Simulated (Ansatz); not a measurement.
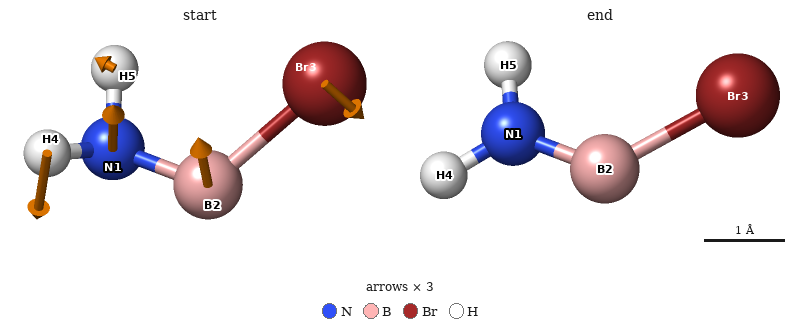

The structure of BNH₂Br (multiplicity 2) before (left) and after (right) a relaxation, at one scale. The orange arrows give the displacements, 3 times their true length.

The picture is a ball-and-stick view, seen at a tilt.

The run prepares an end point of a later path (inversion) calculation, from a guessed geometry.

The calculation used UKS PBE-D4/def2-SVP in Ansatz 0.2.0.

Input file:
```yaml
crystal:
  periodic: [false, false, false]
  atoms:
    - { symbol: "N", position_ang: [-0.5623, 0.2516, -0.5005] }
    - { symbol: B, position_ang: [-0.3096, -0.7025, 0.5957] }
    - { symbol: Br, position_ang: [1.5317, -1.3411, 0.8983] }
    - { symbol: H, position_ang: [-0.9066, 1.1679, -0.0544] }
    - { symbol: H, position_ang: [0.2967, 0.5505, -0.9805] }
magnetization:
  spin_polarized: true
  initial_magnetization: 1
basis:
  gaussian: { orbitals: def2-SVP }
hamiltonian:
  xc: pbe
  dispersion: d4
relax:
  f_tol: 0.015
  max_steps: 40
output:
  orbitals: {}
```

Command:
```bash
ansatz run input.yaml --threads 1 --pin off --max-ram 2048MiB --backend cpu --events-out ev --progress --plain --runs-dir out
```

### Describe what moved and what it gained.

Over 7 accepted moves (8 points after the start) the energy falls by 14.2 kcal/mol. Largest force component: 2.6 eV/Å at the start, 0.0026 eV/Å at the end. The line search rejected the trial step at point 5 of the run. The largest move after the best rigid fit is that of H4, 0.44 Å. Largest moves by element: H 0.44 Å, N 0.35 Å, B 0.29 Å, Br 0.27 Å. Near-neighbour distances that change, for instance: N1–B2 1.475 → 1.387 Å, N1–H4 1.076 → 1.021 Å, B2–Br3 1.972 → 1.920 Å. Among the angles between lasting bonds that change: B2–N1–H4 107.3° → 122.0°, H4–N1–H5 102.3° → 113.9°, B2–N1–H5 113.1° → 124.1°. The run took 42 s on 1 thread of Intel(R) Xeon(R) Processor @ 2.50GHz (Skylake/Cascade Lake), with other jobs on the host, peak memory 0.15 GiB.
